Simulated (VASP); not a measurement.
Band structure of PtSb₂ (pyrite). Computed with PBEsol GGA, VASP's PBE PAW potentials (set 64) (plane waves; VASP 6.6.1).

Unless said otherwise, spin-orbit coupling is left out, though it shifts the bands of the heavy elements here.

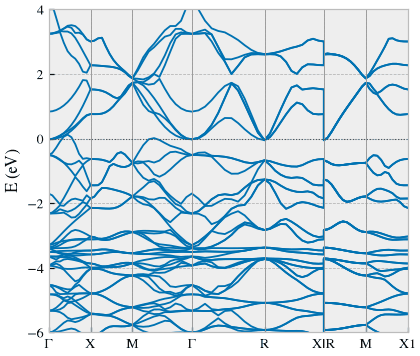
Bands along high-symmetry lines, zero at the valence-band maximum or, without a gap, the Fermi level

### Question
Read the plot: is there a gap, and where are the band edges?

### Answer
It has no gap at this level: it comes out as a metal or semimetal. (Edges off the drawn lines would not show.)

Measured: gap 0.11 eV (computed value off by -0.11 eV), as given by Y. Saeed et al., Journal of Applied Physics (2013), arXiv:1402.4256.

The compound is PtSb2 in the pyrite structure. It was relaxed first.
